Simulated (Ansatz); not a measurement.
```xyz
9

Si   -0.9485    0.3351    0.8567
C     0.2293   -0.7124   -0.1815
C     1.1402   -0.2419   -1.0363
Cl    1.3826    1.4733   -1.3280
H    -1.8313    1.1634   -0.0199
H    -1.7926   -0.5945    1.6687
H    -0.1859    1.2361    1.7735
H     0.1869   -1.8053   -0.0985
H     1.8191   -0.8538   -1.6347
```

Level of theory: RKS B3LYP-D4/cc-pVDZ (Ansatz).

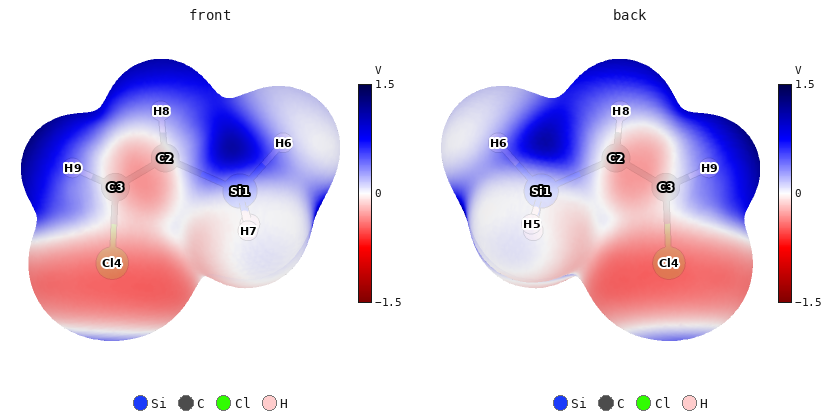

C$_{2}$H$_{5}$ClSi (SMILES [SiH3]C=CCl). The electrostatic potential painted on the density surface at 0.002 e/bohr³, seen from the front and from behind; the colour scale runs from red (negative) to blue (positive).

Which sites attract a positive test charge, and which a negative one?

Answer. A positive charge is drawn to the negative regions and a negative charge to the positive ones. The most negative region (about −0.5 V) lies over Cl4, the most positive (about +1.2 V) over Si1 and H9. Cl4 shows a σ-hole: about +0.4 V at the tip opposite its bond, against about −0.3 V on its flanks.
